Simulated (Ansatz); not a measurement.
# A substitution series on Hf: OH to Cl

Gas-phase molecules. On one Hf centre that keeps F, n of the OH ligands are replaced by Cl. The HOMO–LUMO gap y in eV at wB97X-V/def2-TZVPP. Shapes: PBE0-D4/def2-TZVP. Flexible molecules stand in one conformer, not always the lowest. Programs: Ansatz 0.2.0.

| molecule | n | y (eV) |
| --- | --- | --- |
| Hf(OH)3F | 0 | 12.96 |
| Hf(OH)2ClF | 1 | 12.76 |
| Hf(OH)Cl2F | 2 | ? |
| HfCl3F | 3 | 12.40 |

Question: Fit y = c + s·n to the known rows and predict Hf(OH)Cl2F.

Answer: 
1. Means of the 3 rows: n = 1.33333, y = 12.707.
2. Σ(Δn)² = 4.6667, Σ(Δn·Δy) = -0.86667, so the slope is -0.86667/4.6667 = -0.18571.
3. Intercept: 12.707 − (-0.18571) × 1.33333 = 12.955. The largest residual of the fit is 0.009.
4. Hf(OH)Cl2F: 12.955 + (-0.18571) × 2 = 12.58 eV.

The run gave 12.82 eV, so the prediction is off by -0.24 eV, more than the largest residual. The steps per swap are uneven (-0.20, +0.06, -0.42), so a line is a poor model. Other levels give for Hf(OH)Cl2F: SPW92/def2-TZVPP 5.86; r2SCAN-D4/def2-TZVPP 6.55; wB97M-V/def2-TZVPP 12.36 eV. Orbital gaps aren't excitation energies, and the LUMO depends on the basis. For atoms past krypton def2 sets carry core potentials with scalar relativity. The series isn't monotonic at this level.

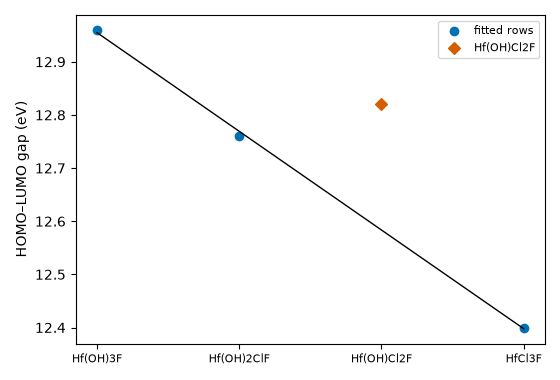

The fitted line, with the withheld member.
